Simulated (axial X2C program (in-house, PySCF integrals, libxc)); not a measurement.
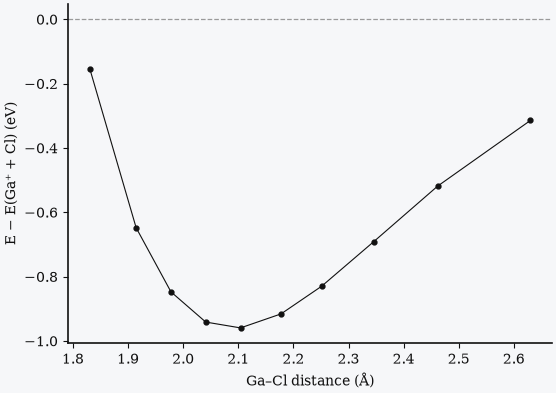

Figure 1. Energy at 10 bond lengths, for one set of occupations held fixed; the line joins the points. A polynomial of degree 6 through 9 points gives rₑ = 2.091 Å, ωₑ = 407.6 cm⁻¹, ωₑxₑ = 3.7 cm⁻¹ and Bₑ = 0.1663 cm⁻¹. The minimum lies 0.96 eV below Ga⁺ + Cl, each computed as one determinant at the same level.

**GaCl⁺: relativistic diatomic calculation**

GaCl⁺, single determinant with M_S = 1/2 and |Λ| = 0. Computed at this level: PBE0, spin-free X2C-1e, Ga dyall-cv3z, Cl dyall-av3z (cores contracted) (axial X2C program (in-house, PySCF integrals, libxc)).

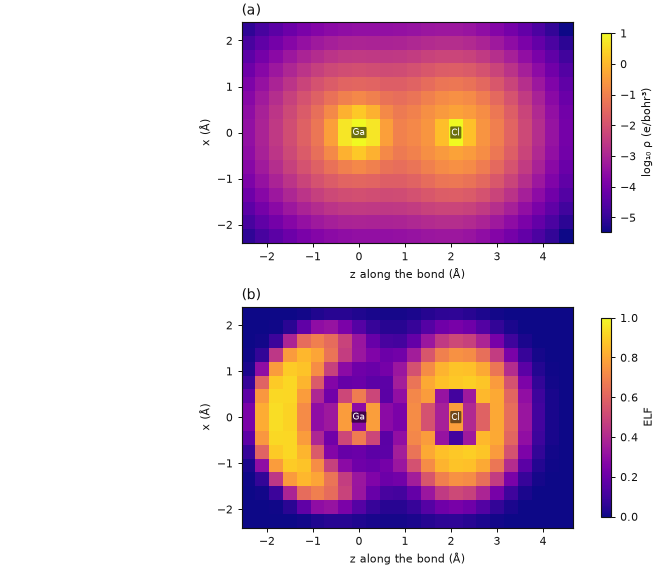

Figure 2. (a) electron density on a logarithmic scale; (b) electron localisation function, in a plane that holds the axis, at 2.10 Å, on points 0.3 Å apart (one half computed, the other mirrored); the structure near the nuclei is finer than these points.

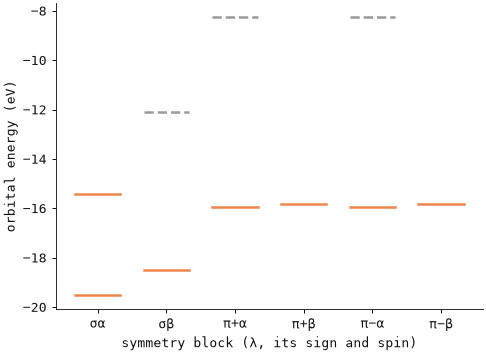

Figure 3. Orbital energies near the frontier at 2.10 Å, filled (solid) and empty (dashed); a label such as π−α means λ = −1 and α spin. The highest filled orbital (σα; 35 % Ga s, 31 % Cl p) lies at −15.43 eV, the lowest empty one (σβ; 38 % Ga s, 29 % Cl p) at −12.09 eV.

Input and output of the run follow.

**The input**
```
{"zs": [31, 17], "q": 1, "bas": ["dyall-cv3z", "dyall-av3z"], "levels": ["PBE0", "HF", "PBEsol"], "cc": true, "r0": 2.23, "thr": -1.0, "nmax": 90, "npts": 10, "nst": 2, "ntry": 6}
```

The line is the task of a batch: nuclear charges, charge, bases, the levels to run, a first guess of the distance and further settings. This report covers PBE0 without spin-orbit coupling. The log is that of the reference distance 2.104 Å, started from orbitals converged before.

The run was one of a batch that the task file lists, launched with:
```bash
python <driver script> task.json out
```

**Log**
```
spin-free X2C-1e  PBE0
basis functions 170  fitting functions 933  grid points 5079
iter        total energy     max residual
   1      -2404.882663927     4.13e-05
   2      -2404.882663944     1.75e-05
   3      -2404.882663948     7.46e-06
converged
one-electron -3596.91729335  Coulomb 1163.38521635  exact exchange -25.48124117  xc functional -78.41515859  nuclear repulsion 132.54581281
```

**The points of the curve**

| R (Å) | E (hartree) | dipole (D; origin at the first atom, positive when the second is positive) | highest filled (eV) | lowest empty (eV) |
| --- | --- | --- | --- | --- |
| 1.831 | −2404.853060 | 1.01 | −15.11 | −11.50 |
| 1.915 | −2404.871222 | 0.83 | −15.22 | −11.70 |
| 1.978 | −2404.878548 | 0.71 | −15.30 | −11.85 |
| 2.041 | −2404.881997 | 0.61 | −15.37 | −11.98 |
| 2.104 | −2404.882664 | 0.53 | −15.43 | −12.09 |
| 2.178 | −2404.881062 | 0.48 | −15.49 | −12.19 |
| 2.251 | −2404.877899 | 0.47 | −15.43 | −12.26 |
| 2.346 | −2404.872796 | 0.52 | −15.24 | −12.31 |
| 2.462 | −2404.866466 | 0.64 | −15.05 | −12.29 |
| 2.630 | −2404.858965 | 0.86 | −14.84 | −12.15 |

**Summary**

- outcome: converged
- bond length rₑ: 2.091 Å
- ωₑ: 407.6 cm⁻¹
- energy at the minimum: −2404.88271 hartree
- depth below the fragments: 0.96 eV
- largest ⟨S²⟩ along the curve: 0.76
- hardware: 1 thread of Intel Xeon (Granite Rapids), 16 GiB of memory available, shared host
- wall time: 9.2 s
- peak memory: 0.56 GiB
